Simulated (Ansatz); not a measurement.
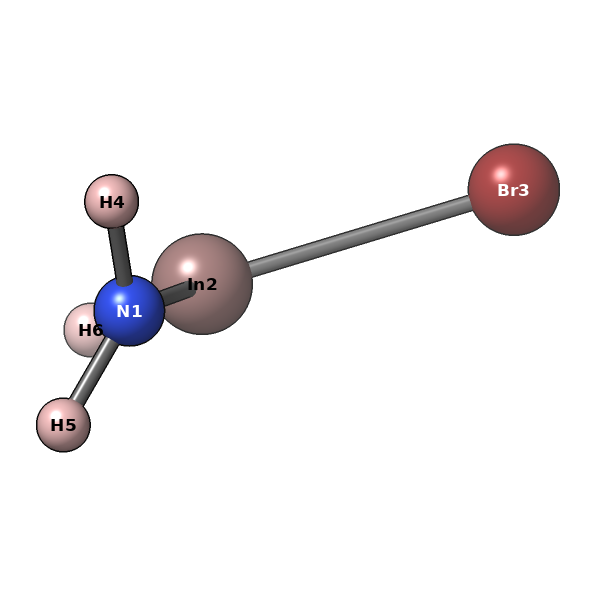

Figure made from data computed with Ansatz.

In2 lies behind N1. The molecule seen a little off the N1–In2 bond, N1 in front. Distant atoms are faded towards the background colour. Geometry: moved along internal coordinates away from the minimum.

**What is the torsion angle H4–N1–In2–Br3? The sign is positive where the front bond must turn clockwise to cover the back bond.**

72°, synclinal (gauche).
